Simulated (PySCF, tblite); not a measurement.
# C₇H₉BSi: geometry, infrared bands and NMR shifts

Wanted: the infrared bands and NMR shifts of C₇H₉BSi (`C#CC1=C[C@H]([SiH3])BC1=C`), by calculation.

The runs use tblite 0.8.0 and PySCF 2.14.0, with density-fitted response routines of our own; the level of theory stands in each step. All values are computed, except where a source is named. Atoms are numbered from 0 throughout.

### 1 The molecule as given

18 atoms, charge 0, multiplicity 1; geometry from: force field or distance geometry start.

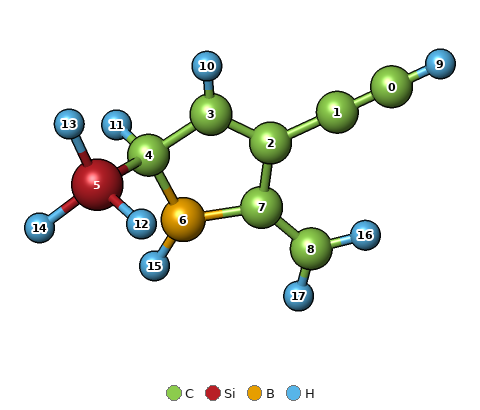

As it starts; carbon green, silicon red, boron amber, hydrogen blue, atoms numbered; sticks join atoms by distance.

### 2 Relaxing the molecule with GFN2-xTB

What the job is given:

```
{"job": {"kind": "relax", "xc": "GFN2-xTB", "basis": "xTB"}, "charge": 0, "multiplicity": 1}
C     -2.987600     1.942400    -0.859500
C     -2.066600     1.287300    -0.492800
C     -0.936200     0.486600    -0.031400
C      0.135000     1.022400     0.530100
C      1.173500     0.000200     0.935700
Si     2.767200     0.301600     0.000900
B      0.506800    -1.357000     0.457500
C     -0.848900    -0.956200    -0.143600
C     -1.757700    -1.785200    -0.670400
H     -3.820900     2.525500    -1.184000
H      0.250900     2.075600     0.713700
H      1.335200     0.004900     2.027400
H      2.507700     0.296000    -1.434200
H      3.327100     1.607500     0.391700
H      3.734000    -0.747400     0.337900
H      0.948400    -2.448500     0.576700
H     -2.689300    -1.393900    -1.071500
H     -1.587300    -2.855400    -0.702300
```

Launch:

```sh
$ OMP_NUM_THREADS=1 python probes_run.py task.json out
```

This one command runs all jobs of the session in turn.

The program printed:

```text
step      E/eV     max force
  0    -609.59150    2.738
  1    -609.54176    5.540
  2    -609.69689    1.006
  3    -609.70847    0.766
  4    -609.71766    0.267
  5    -609.72743    0.305
  6    -609.73533    0.420
  7    -609.74037    0.283
  8    -609.74399    0.173
  9    -609.74698    0.185
 10    -609.74960    0.234
 11    -609.75136    0.119
 12    -609.75263    0.097
 13    -609.75419    0.155
 14    -609.75613    0.230
 15    -609.75806    0.194
 16    -609.75958    0.093
 17    -609.76078    0.102
 18    -609.76191    0.118
 19    -609.76305    0.120
 20    -609.76420    0.083
 21    -609.76533    0.096
 22    -609.76632    0.091
 23    -609.76700    0.088
 24    -609.76746    0.046
 25    -609.76789    0.073
 26    -609.76846    0.089
 27    -609.76920    0.106
 28    -609.76996    0.086
 29    -609.77059    0.051
 30    -609.77110    0.055
 31    -609.77157    0.076
 32    -609.77204    0.063
 33    -609.77248    0.047
 34    -609.77292    0.055
 35    -609.77344    0.073
 36    -609.77404    0.080
 37    -609.77458    0.053
 38    -609.77492    0.041
 39    -609.77510    0.028
 40    -609.77522    0.027
 41    -609.77535    0.026
 42    -609.77548    0.032
 43    -609.77564    0.039
 44    -609.77582    0.036
 45    -609.77605    0.039
 46    -609.77634    0.038
 47    -609.77665    0.037
 48    -609.77693    0.038
 49    -609.77718    0.041
 50    -609.77746    0.037
 51    -609.77784    0.046
 52    -609.77827    0.063
 53    -609.77865    0.053
 54    -609.77891    0.037
 55    -609.77913    0.033
 56    -609.77934    0.038
 57    -609.77954    0.045
 58    -609.77972    0.037
 59    -609.77989    0.034
 60    -609.78004    0.035
 61    -609.78018    0.033
 62    -609.78029    0.024
 63    -609.78039    0.029
 64    -609.78050    0.039
 65    -609.78062    0.034
 66    -609.78073    0.027
 67    -609.78080    0.024
 68    -609.78086    0.026
 69    -609.78093    0.029
 70    -609.78100    0.028
 71    -609.78104    0.015
 72    -609.78108    0.015
 73    -609.78112    0.027
 74    -609.78122    0.043
 75    -609.78137    0.058
 76    -609.78153    0.049
 77    -609.78161    0.022
 78    -609.78163    0.011
 79    -609.78165    0.012
 80    -609.78168    0.019
 81    -609.78171    0.021
 82    -609.78174    0.015
 83    -609.78176    0.010
 84    -609.78178    0.010
```

Run time: 2.4 s. Hardware: 1 thread of Intel Xeon at 2.50GHz, shared host; peak memory 0.18 GiB.

Along the way: (not every step is listed) (the energy doesn't fall at every step)

```csv
step,energy from step 0 (eV),largest force (eV/Å)
0,0.0000,2.7380
1,0.0497,5.5404
2,-0.1054,1.0064
3,-0.1170,0.7656
4,-0.1262,0.2667
5,-0.1359,0.3046
6,-0.1438,0.4202
7,-0.1489,0.2832
8,-0.1525,0.1731
15,-0.1666,0.1938
22,-0.1748,0.0912
29,-0.1791,0.0513
36,-0.1825,0.0800
43,-0.1841,0.0387
50,-0.1860,0.0368
57,-0.1880,0.0445
64,-0.1890,0.0386
71,-0.1895,0.0149
78,-0.1901,0.0112
79,-0.1902,0.0120
80,-0.1902,0.0190
81,-0.1902,0.0215
82,-0.1902,0.0149
83,-0.1903,0.0104
84,-0.1903,0.0095
```

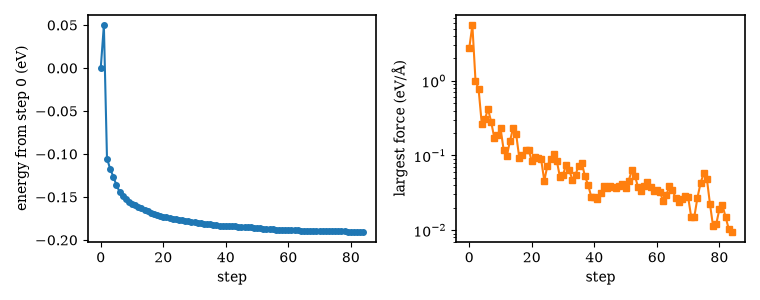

Energy and largest force along the relaxation.

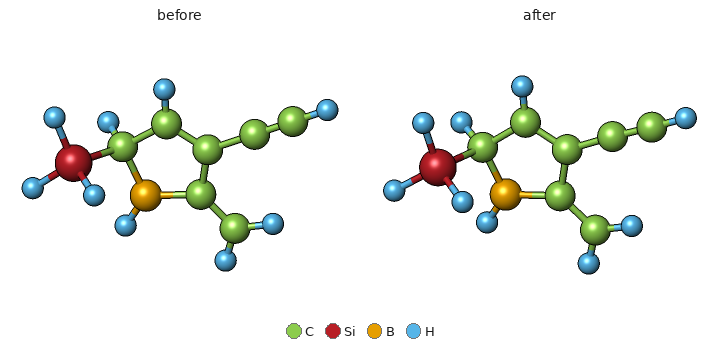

Before and after, at one scale.

Close pairs (by a distance rule), those that changed most:

```csv
bond,before (Å),after (Å),change (Å)
C4–Si5,1.872,1.926,+0.054
C1–C2,1.460,1.408,-0.052
C2–C7,1.450,1.474,+0.024
C2–C3,1.323,1.346,+0.024
B6–C7,1.536,1.559,+0.023
C4–B6,1.586,1.563,-0.023
C3–C4,1.513,1.493,-0.020
C0–H9,1.068,1.049,-0.019
```

The final coordinates are the input of the step that follows.

### 3 Vibrational analysis with GFN2-xTB

What the job is given:

```
{"job": {"kind": "ir", "xc": "GFN2-xTB", "basis": "xTB"}, "charge": 0, "multiplicity": 1}
C     -2.939361     1.857218    -0.908223
C     -2.001280     1.256021    -0.458268
C     -0.917393     0.506886     0.038758
C      0.138177     0.998409     0.714656
C      1.162892    -0.036332     1.042042
Si     2.682627     0.286393    -0.096160
B      0.488848    -1.381086     0.617965
C     -0.816993    -0.954975    -0.120240
C     -1.720793    -1.690374    -0.778629
H     -3.750499     2.401884    -1.289812
H      0.265256     2.038487     0.973342
H      1.539995     0.053621     2.062601
H      2.293971     0.170145    -1.502715
H      3.155371     1.648806     0.167881
H      3.741248    -0.674122     0.219620
H      0.871031    -2.465034     0.815085
H     -2.589912    -1.250663    -1.246787
H     -1.611944    -2.758968    -0.869437
```

The program printed:

```text
mode    cm-1     km/mol
  1      63.0      0.67
  2      80.0      0.16
  3     114.6      0.02
  4     128.2      0.17
  5     184.9      0.78
  6     191.9      0.62
  7     313.8      0.74
  8     347.0      6.45
  9     376.6      2.34
 10     446.3      2.45
 11     481.8      5.22
 12     502.2     28.78
 13     517.2      3.42
 14     545.3     34.80
 15     617.0      0.80
 16     633.1     13.13
 17     657.7     20.38
 18     694.8     22.07
 19     724.5     15.51
 20     751.1     11.46
 21     773.4    141.34
 22     774.8    171.49
 23     787.0    178.43
 24     790.5    488.47
 25     828.4      0.85
 26     871.5      3.62
 27     908.3     22.20
 28     910.9     34.15
 29     982.4    134.07
 30    1040.3     30.51
 31    1078.3     65.04
 32    1106.0      6.83
 33    1198.1     43.72
 34    1220.8     38.22
 35    1288.6     10.69
 36    1403.5      2.16
 37    1605.2     12.52
 38    1641.6     33.16
 39    2246.6    309.89
 40    2249.1     28.97
 41    2264.8    409.32
 42    2267.4    170.11
 43    2678.2    148.69
 44    2947.2     55.41
 45    3067.6     20.20
 46    3082.9     45.42
 47    3106.6     33.18
 48    3394.5      2.05
```

It took 2.5 s on 1 thread of Intel Xeon at 2.50GHz, shared host; peak memory 0.18 GiB.

Which atoms move in the most intense modes:

```csv
cm⁻¹,km/mol,atoms
773,141.3,"H14 40 %, H13 19 %"
775,171.5,"H14 17 %, H12 16 %, C3 16 %"
787,178.4,"H13 42 %, H12 37 %, H14 10 %"
790,488.5,"H13 30 %, H12 25 %, H14 18 %, Si5 11 %"
2247,309.9,H13 91 %
2265,409.3,"H14 86 %, H12 10 %"
2267,170.1,"H12 85 %, H14 11 %"
2678,148.7,H15 91 %
```

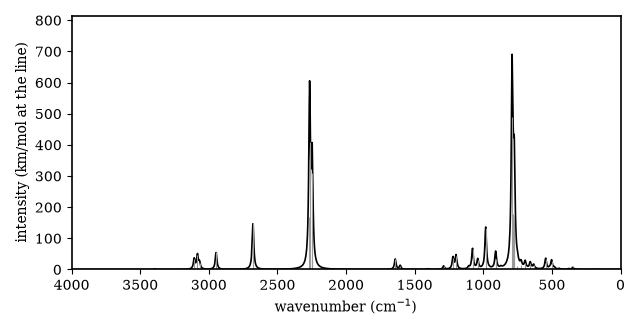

The infrared spectrum from these modes, unscaled. Lines are broadened to a width of 14 cm⁻¹ (Lorentzian).

### 4 Shielding tensors: PBE0/pcSseg-1

Same as in step 3 but for these lines:

```diff
@@ -1,2 +1,2 @@
-{"job": {"kind": "ir", "xc": "GFN2-xTB", "basis": "xTB"}, "charge": 0, "multiplicity": 1}
+{"job": {"kind": "nmr", "xc": "PBE0", "basis": "pcSseg-1"}, "charge": 0, "multiplicity": 1}
 C     -2.939361     1.857218    -0.908223
```

Level: GIAO PBE0/pcSseg-1 NMR shielding, non-relativistic, gas phase.

The program printed:

```text
coarse grid: 15896 points
cycle   1  E = -585.7455067651  dE =  1.262e+00  |g| = 4.374e-01  |ddm| = 4.213e+00
cycle   2  E = -585.7460648577  dE = -5.581e-04  |g| = 4.350e-01  |ddm| = 1.168e+00
cycle   3  E = -585.7953988850  dE = -4.933e-02  |g| = 1.123e-01  |ddm| = 6.276e-01
cycle   4  E = -585.7979522792  dE = -2.553e-03  |g| = 5.185e-02  |ddm| = 1.430e-01
cycle   5  E = -585.7985779989  dE = -6.257e-04  |g| = 1.909e-02  |ddm| = 5.558e-02
cycle   6  E = -585.7986665247  dE = -8.853e-05  |g| = 4.621e-03  |ddm| = 1.894e-02
cycle   7  E = -585.7986713904  dE = -4.866e-06  |g| = 1.515e-03  |ddm| = 5.361e-03
final grid: 149944 points
cycle   8  E = -585.8514843346  dE = -3.687e-05  |g| = 7.567e-03  |ddm| = 7.519e-02
cycle   9  E = -585.8514730589  dE =  1.128e-05  |g| = 9.962e-03  |ddm| = 1.890e-02
cycle  10  E = -585.8514988068  dE = -2.575e-05  |g| = 2.675e-03  |ddm| = 1.101e-02
cycle  11  E = -585.8515005348  dE = -1.728e-06  |g| = 4.091e-04  |ddm| = 2.233e-03
cycle  12  E = -585.8515005727  dE = -3.790e-08  |g| = 1.477e-04  |ddm| = 5.044e-04
cycle  13  E = -585.8515005778  dE = -5.101e-09  |g| = 6.648e-05  |ddm| = 2.275e-04
cycle  14  E = -585.8515005789  dE = -1.057e-09  |g| = 1.646e-05  |ddm| = 7.361e-05
cycle  15  E = -585.8515005790  dE = -6.889e-11  |g| = 7.119e-06  |ddm| = 2.797e-05
converged SCF energy = -585.8515005790

GIAO shielding tensors (ppm)
atom      isotropic    diamagn.    paramagn.     s11        s22        s33       span
  0 C       95.724     261.274    -165.549     30.607     52.440    204.126    173.519
  1 C      103.890     244.570    -140.680      5.240      6.736    299.695    294.455
  2 C       52.851     261.453    -208.602    -42.919     66.934    134.538    177.457
  3 C       28.850     253.757    -224.907    -81.027     35.974    131.604    212.632
  4 C      146.389     258.057    -111.667    123.928    150.187    165.054     41.126
  5 Si     426.474     878.775    -452.301    397.338    412.769    469.314     71.975
  6 B       27.461     189.576    -162.115    -39.697      9.074    113.006    152.702
  7 C       23.635     257.047    -233.412    -83.107      1.433    152.579    235.686
  8 C       41.433     252.622    -211.190    -62.270     23.863    162.705    224.975
  9 H       28.788      34.778      -5.990     24.514     25.302     36.549     12.035
 10 H       24.706      33.916      -9.211     22.321     23.480     28.317      5.996
 11 H       28.948      30.365      -1.417     24.950     27.339     34.556      9.605
 12 H       28.439      28.376       0.063     24.752     27.804     32.762      8.011
 13 H       27.654      28.441      -0.787     24.398     25.928     32.636      8.238
 14 H       27.556      28.040      -0.484     24.002     25.141     33.524      9.522
 15 H       24.418      30.373      -5.956     19.759     26.127     27.367      7.609
 16 H       24.643      30.337      -5.694     21.698     23.205     29.026      7.328
 17 H       24.991      28.850      -3.859     22.732     24.088     28.154      5.422
```

Wall time 2.3 min (1 thread of Intel Xeon at 2.50GHz, shared host); peak memory 0.93 GiB.

The references, computed at this level on geometries of the same kind, shield at (ppm): ¹H TMS 31.72, ¹³C TMS 186.9, ²⁹Si TMS 349.2, ¹¹B BF3·OEt2 100.1. Their shielding less the atom's gives the shift. The references are single molecules in the gas phase. Atoms listed in one row are averaged.

```csv
atoms,environment,σ (ppm),δ (ppm),δ scaled to CDCl3
C7,fully substituted alkene carbon,23.6,163.3,157.5
C3,alkene CH,28.9,158.1,152.4
C8,terminal =CH2 carbon,41.4,145.5,140.1
C2,fully substituted alkene carbon,52.9,134.1,128.9
C0,terminal alkyne carbon,95.7,91.2,87.1
C1,alkyne carbon,103.9,83.0,79.1
C4,allylic sp3 CH bonded to B and Si,146.4,40.5,37.6
H15,"hydrogen on a boron bonded to 2 C, in a 5-membered ring",24.42,7.30,–
H16,hydrogen on a terminal =CH2 carbon,24.64,7.07,6.77
H10,hydrogen on an alkene CH,24.71,7.01,6.72
H17,hydrogen on a terminal =CH2 carbon,24.99,6.73,6.45
"H12, H13, H14",hydrogen on a silicon bonded to C,27.88,3.83,–
H9,hydrogen on a terminal alkyne carbon,28.79,2.93,2.87
H11,hydrogen on an allylic sp3 CH bonded to B and Si,28.95,2.77,2.72
Si5,"silicon bonded to C, 3 H",426.5,-77.3,–
B6,"boron bonded to 2 C, H, in a 5-membered ring",27.5,72.6,–
```

The scaled column applies a straight-line fit of computed shieldings to shifts measured in CDCl3 (root-mean-square error 0.16 ppm for H, 1.9 ppm for C).

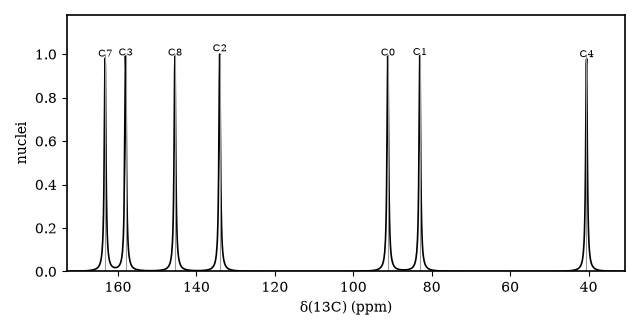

¹³C lines at the computed shifts, without couplings. Lines are broadened to a width of 0.49 ppm (Lorentzian).

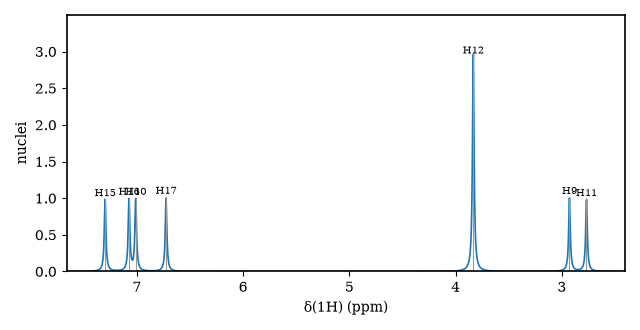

¹H lines at the computed shifts, without couplings. Lines are broadened to a width of 0.02 ppm (Lorentzian).

The run also stored atomic charges by several schemes (e):

```csv
atoms,Mulliken,IAO,Hirshfeld,ESP fit
C0,-0.42,-0.24,-0.11,-0.39
C1,0.46,-0.02,-0.04,-0.06
C2,-0.23,-0.04,-0.01,0.06
C3,-0.02,-0.12,-0.03,-0.17
C4,-0.69,-0.50,-0.17,-0.28
Si5,0.51,0.62,0.33,0.34
B6,0.48,0.13,0.14,0.16
C7,-0.42,-0.12,-0.07,0.08
C8,-0.02,-0.24,-0.05,-0.41
```

ESP fit charges:

C0 -0.39; C1 -0.06; C2 0.06; C3 -0.17; C4 -0.28; Si5 0.34; B6 0.16; C7 0.08; C8 -0.41; H9 0.29; H10 0.16; H11 0.15; H12 -0.06; H13 -0.08; H14 -0.09; H15 -0.07; H16 0.21; H17 0.17

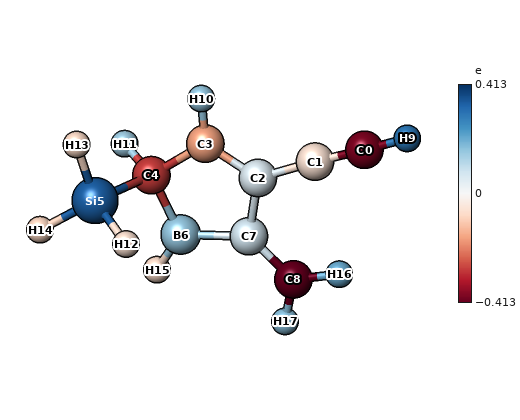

ESP fit charges, as colours on the atoms.

Mayer bond orders: C0–C1 2.29, C1–C2 0.99, C2–C3 1.72, C3–C4 1.04, C4–Si5 0.82, C4–B6 0.99, B6–C7 0.92, C7–C8 1.89, C7–C2 1.12.

Ring of atoms C2, C3, C4, B6, C7: NICS(0) 3.0, NICS(1) -2.8, NICS(1)zz -3.2 ppm (means of both faces).

Orbitals, density, ELF and potential are computed afterwards from the orbital file.

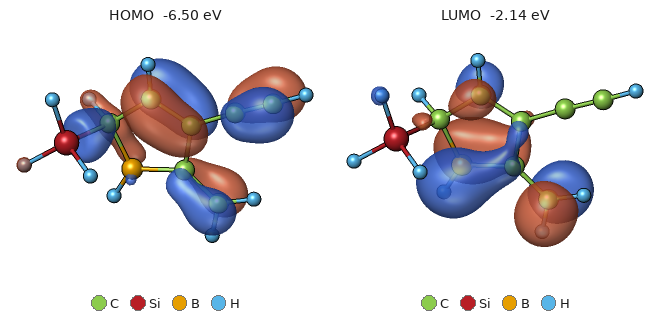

PBE0/pcSseg-1 orbitals near the gap, drawn at the value that encloses 70 % of each; the two colours are the two signs.

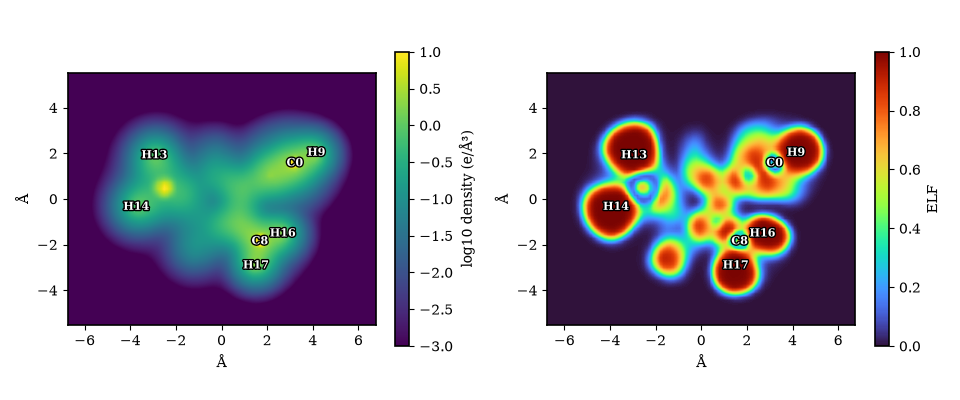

Density (left) and ELF (right) in a plane through or near 7 of the atoms.

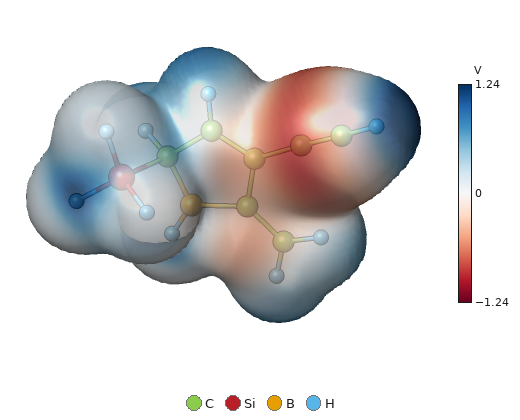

The potential that a unit positive charge feels on the 0.002 e/bohr³ surface, from the 1st to the 99th percentile, from -0.86 V near C1 to 1.24 V near H9.

### 5 Summary of results

```
                                                              quantity                                             value
                             strongest single infrared mode (GFN2-xTB)                              790 cm⁻¹, 488 km/mol
                                          zero-point energy (GFN2-xTB)                                     78.5 kcal/mol
                                ¹³C shifts against TMS (PBE0/pcSseg-1)  163.3, 158.1, 145.5, 134.1, 91.2, 83.0, 40.5 ppm
¹H shifts against TMS (PBE0/pcSseg-1, means over atoms taken as alike)      7.30, 7.07, 7.01, 6.73, 3.83, 2.93, 2.77 ppm
                               ²⁹Si shifts against TMS (PBE0/pcSseg-1)                                         -77.3 ppm
                           ¹¹B shifts against BF3·OEt2 (PBE0/pcSseg-1)                                          72.6 ppm
                                 surface potential, 1st and 99th percentile                                -0.86 V and 1.24 V
```

Over 84 steps the energy fell by 0.190 eV; of the close pairs, C4–Si5 changed most, 1.872 to 1.926 Å. All 48 modes are real, so the xTB geometry is a minimum. GFN2-xTB is a fitted tight-binding method: band positions and strengths are rough. Its intensities can rank the bands wrongly. At PBE0/pcSseg-1: The largest span, 294 ppm, is at C1, where the paramagnetic term is -141 ppm. By nearest atom (PBE0/pcSseg-1), the HOMO sits on C3 24 %; C0, C2 about 17 % each and the LUMO on B6 30 %; C8 23 %.
